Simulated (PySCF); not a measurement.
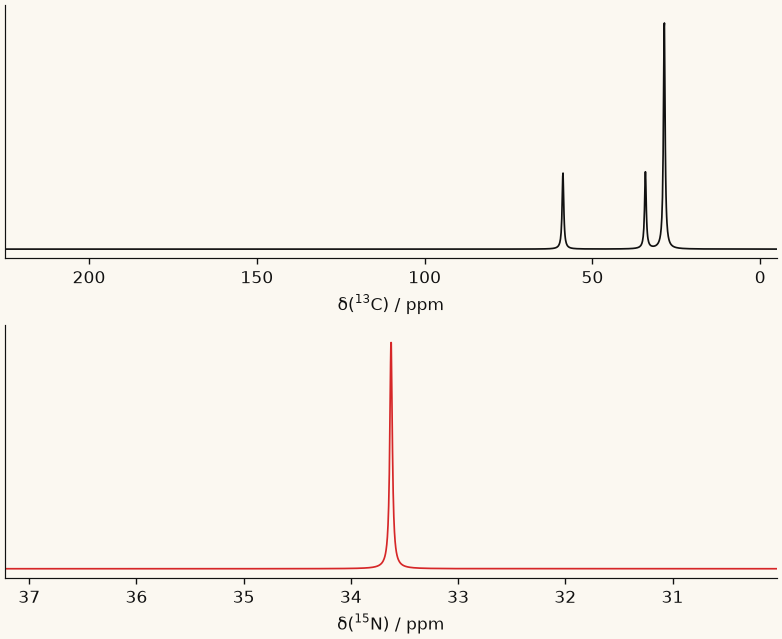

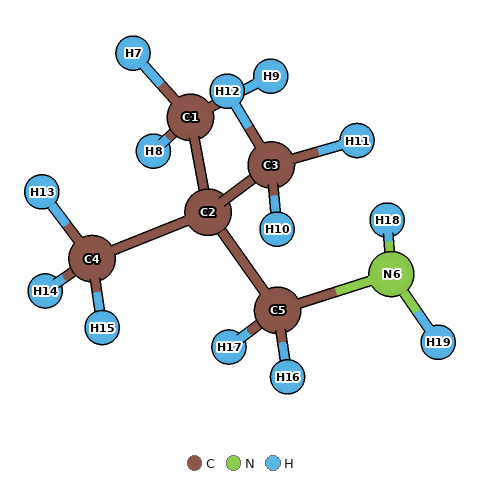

Spectrum and numbered structure of C₅H₁₃N (neopentylamine), SMILES CC(C)(C)CN. GIAO shifts, PBE0/pcSseg-1 in PySCF, at a GFN2-xTB geometry (no frequency check), against TMS for ¹³C and NH₃ for ¹⁵N computed at the same level (¹⁵N: a single molecule, while the usual scales start at liquid NH₃ or nitromethane; multiply bonded nitrogen can come out tens of ppm too deshielded). Gas phase, fully decoupled, line heights follow the number of nuclei, widths are arbitrary (no quadrupolar broadening); values of one conformer, averaged over nuclei that symmetry, rotation about single bonds or inversion at nitrogen exchange, these motions taken as fast.

### Assign the ¹³C signals to the numbered atoms.

| δ (ppm) | nuclei | atoms |
| --- | --- | --- |
| 58.8 | 1 | C5 |
| 34.2 | 1 | C2 |
| 28.6 | 3 | C1, C3, C4 |

### Where does the ¹⁵N line lie?

At 33.6 ppm (N6).

Note: the tight-binding geometry is rougher than a DFT one and adds to the error.
